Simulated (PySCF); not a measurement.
# H3NO (hydroxylamine) at PBE/STO-3G

What is the energy change on altering one bond length of H3NO (hydroxylamine) at PBE/STO-3G? 

The results are computed with PySCF 2.14.0.

9 further runs of the same task are left out: 9 set aside as unsound or not needed.

**1. The structure to begin with**

H3NO has 5 atoms, charge 0, and is taken as a singlet. As SMILES, `NO`. Geometry: relaxed at GFN2-xTB. This is one conformer, not always the lowest.

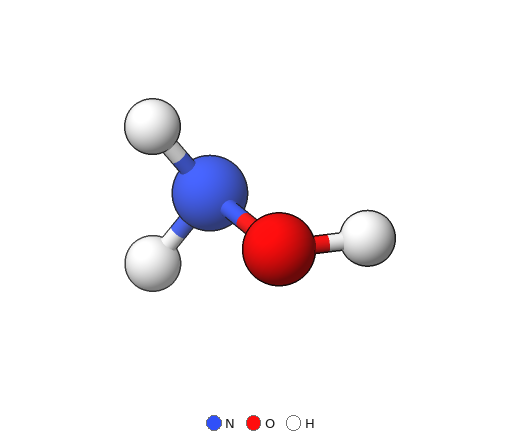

The structure, seen from a chosen angle (nitrogen blue, oxygen red, hydrogen white).

**2. The energy at PBE/STO-3G**

The input, run.py:

```python
from pyscf import gto, dft

mol = gto.Mole()
mol.atom = '''
N     -0.338091    -0.692471    -0.591333
O      0.702468     1.274148     0.948189
H     -0.305701    -2.279274     0.501269
H     -2.185827    -0.216015    -0.859107
H      2.127151     1.913593     0.001002
'''
mol.max_memory = 1860
mol.basis = 'sto-3g'
mol.verbose = 3
mol.spin = 0
mol.unit = 'bohr'
mol.build()

myscf = dft.RKS(mol, xc='pbe')
myscf.grids.level = 5
myscf.conv_tol = 1e-10
myscf.kernel()
if not myscf.converged:
    myscf = myscf.newton().run(myscf.mo_coeff, myscf.mo_occ)

energy = myscf.e_tot
print(f'total energy: {energy:.8f} hartree')
```

Launch:

```
OMP_NUM_THREADS=1 python run.py
```

Log:

```text
converged SCF energy = -129.762180934705
total energy: -129.76218093 hartree
```

Wall time 2 s (1 thread of Arm Neoverse V1, shared host); peak memory 0.17 GiB.

**3. The distorted shape at the same level**

The input, run.py:

```python
from pyscf import gto, dft

mol = gto.M(
    atom='''
N     -2.902542    -1.843483     1.113617
O     -1.861983     0.123136     2.653140
H     -2.870152    -3.430286     2.206219
H     -4.750278    -1.367026     0.845843
H      2.127151     1.913593     0.001002
''',
    verbose=3,
    unit='bohr',
    max_memory=1860,
    basis='sto-3g',
)

myscf = dft.RKS(mol, xc='pbe')
myscf.conv_tol = 1e-10
myscf.grids.level = 5
myscf.kernel()
if not myscf.converged:
    myscf = myscf.newton().run(myscf.mo_coeff, myscf.mo_occ)

energy = myscf.e_tot
print('Final energy', energy)
```

Launch:

```
OMP_NUM_THREADS=1 python run.py
```

Log:

```text
SCF not converged.
SCF energy = -129.128328537245
converged SCF energy = -129.568676305204
Final energy -129.56867630520378
```

Wall time 11 s (1 thread of Arm Neoverse V1, shared host); peak memory 0.21 GiB.

**4. What came out**

Level: PBE/STO-3G.

| quantity | value |
| --- | --- |
| first shape: total energy | -129.76218 Eh |
| first shape: dipole moment | 0.37 D |
| first shape: HOMO energy | -1.92 eV |
| first shape: LUMO energy | 6.20 eV |
| first shape: HOMO–LUMO gap | 8.12 eV |
| distorted shape: total energy | -129.56868 Eh |
| distorted shape: dipole moment | 2.91 D |
| distorted shape: HOMO energy | -1.94 eV |
| distorted shape: LUMO energy | -1.53 eV |
| distorted shape: HOMO–LUMO gap | 0.41 eV |
| energy change with the O2–H5 bond stretched from 0.966 to 2.706 Å | 5.266 eV |

What this shows: One bond (distorted shape) is far stretched, which a spin-restricted single reference describes badly; a broken-symmetry solution may lie lower. With the O2–H5 bond stretched from 0.966 to 2.706 Å the energy rises by 5.27 eV (508 kJ/mol). The first shape isn't relaxed at this level, so the change isn't measured from a minimum. A restricted reference can't describe the breaking bond well at this length. The minimal basis adds a large error of its own. Mulliken charges (distorted shape) run from -0.27 on N1 to +0.21 on H4.
